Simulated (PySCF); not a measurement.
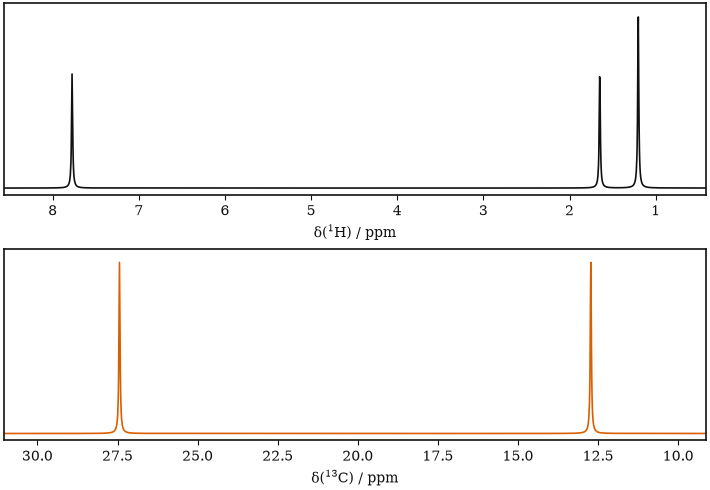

GIAO shifts, LC-wPBE/pcSseg-2 in PySCF, at a PBE0-D3(BJ)/def2-SVP geometry (no frequency check), against TMS for ¹H and TMS for ¹³C computed at the same level. Gas phase, fully decoupled, line heights follow the number of nuclei, widths are arbitrary (no quadrupolar broadening); values of one conformer, averaged over nuclei that symmetry or rotation about single bonds exchange, these motions taken as fast.

> Which molecule was computed?
A. C₂H₇B, SMILES BCC
B. C₃H₉B (trimethylborane), SMILES CB(C)C

Option A. Its ¹H signals: 7.77 (2 H), 1.65 (2 H), 1.20 (3 H) ppm. Its ¹³C signals: 27.4 (1 C), 12.7 (1 C) ppm.
